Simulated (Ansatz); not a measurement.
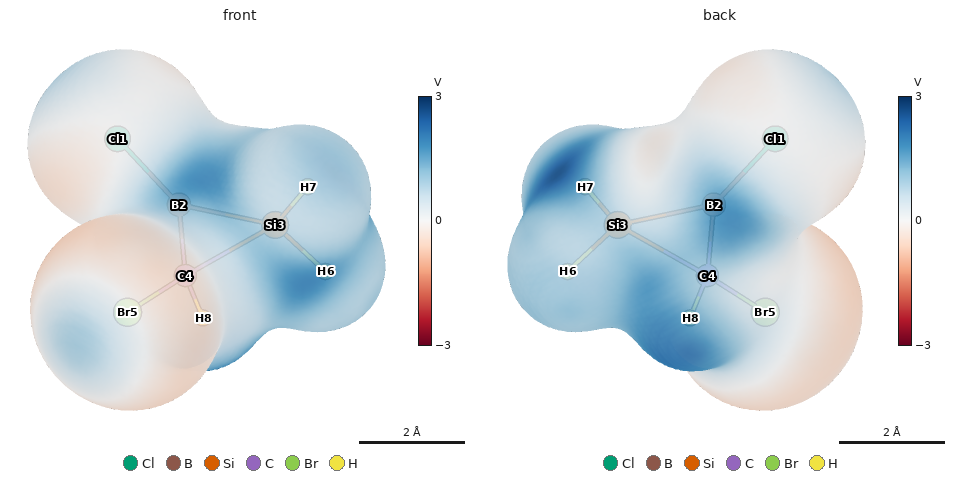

Figure. CH₃BBrClSi. The molecular electrostatic potential painted on the density surface at 0.004 e/bohr³, seen from the front and from behind; red is negative and blue positive.

Geometry: PBE0-D4/def2-TZVP.

These are results of RKS PBE0-D4/def2-TZVPP in Ansatz 0.2.0, not measurements.

| atom | x (Å) | y (Å) | z (Å) |
| --- | --- | --- | --- |
| Cl | -2.6089 | -0.7714 | 0.3865 |
| B | -1.0749 | 0.0016 | 0.3367 |
| Si | 0.7702 | -0.2287 | 0.8872 |
| C | -0.1256 | 0.4110 | -0.7502 |
| Br | -0.2232 | -0.0979 | -2.5913 |
| H | 1.7327 | 0.8131 | 1.3081 |
| H | 1.3202 | -1.5986 | 1.0303 |
| H | 0.3016 | 1.4138 | -0.6631 |

> Describe the electrostatic potential map.

The most negative region (about −0.6 V, or −14 kcal/mol for a unit charge) lies over Br5, the most positive (about +2.4 V, or +55 kcal/mol for a unit charge) over Si3. Cl1 shows a σ-hole: about +0.8 V, or +18 kcal/mol for a unit charge at the tip opposite its bond, against about −0.1 V on its flanks. Br5 shows a σ-hole: about +1.0 V, or +23 kcal/mol for a unit charge at the tip opposite its bond, against about −0.5 V, or −12 kcal/mol for a unit charge on its flanks.
